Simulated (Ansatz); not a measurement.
Input file:

```
crystal:
  lattice:
    - [4.4015042984, 0.0, 0.0]
    - [0.0, 4.4015042984, 0.0]
    - [0.0, 0.0, 4.4015042984]
  atoms:
    - { symbol: Ho, position: [0.5, 0.5, 0.5] }
    - { symbol: O, position: [0.5, 0.5, 0.0] }
    - { symbol: O, position: [0.0, 0.5, 0.5] }
    - { symbol: O, position: [0.5, 0.0, 0.5] }
basis:
  ecutwfc: 690
kpoints:
  mp_grid: { grid: [10, 10, 10] }
hamiltonian:
  xc: pbe
  pseudopotentials:
    kind: paw
    azcp: { Ho: "pseudopotentials/pbe/nc/lanthanide_3plus/Ho.nc.azcp" }
scf:
  occupations: { method: gaussian, width: 0.1 }
output:
  forces: true
  stress: true
  eigenvalues: true
  write_density: true
  write_potential: true
  elf: true
  volumetric_format: npy
relax:
  adjacent_minimum: "off"
  f_tol: 0.01
  max_steps: 80
  cell: { stress_tol: 0.05 }
```

Command:

```sh
ansatz run input.yaml --threads 1 --pin off --max-ram 2560MiB --backend cpu --events-out ev --progress --plain --runs-dir out
```

Below, planes, directions and counts refer to the conventional cell (a = 4.41 Å, b = 4.41 Å, c = 4.41 Å, α = 90.00°, β = 90.00°, γ = 90.00°).

The fields are those of the run's last geometry, not of the input's.

Space group Pm-3m; a structure generated by program, which may or may not match a known phase; computed without spin polarisation; no Hubbard U on the f states and no spin–orbit coupling.

Theory: Ansatz, DFT PBE, scalar-relativistic, plane waves, PAW; 4f electrons in the core of a trivalent norm-conserving potential.

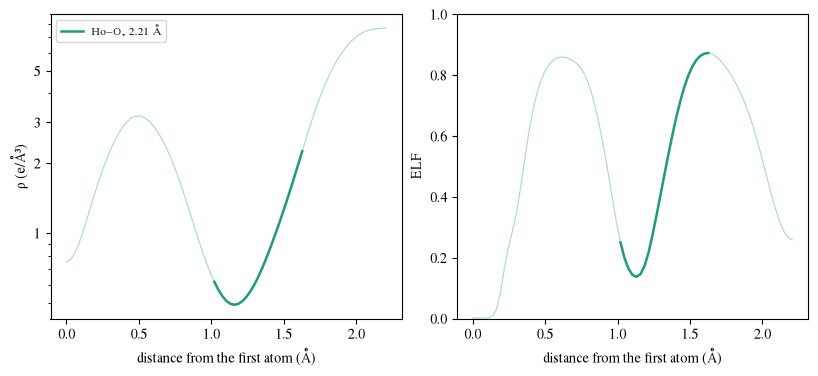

HoO3. Valence charge density (pseudo) and ELF along straight lines between neighbouring atoms. Thin, pale parts lie inside the atomic spheres.

The density is the valence pseudo-density of a pseudopotential calculation; it isn't the true density close to the nuclei.

What can be read from the curves?

Answer. Ho–O (2.21 Å): ρ at the midpoint is about 0.51 e/Å³; the ELF peaks at about 0.85 in the valence shell of O, 0.6 Å from its nucleus, and drops to about 0.15 between the two atoms (no shared electron pair shows on this line).
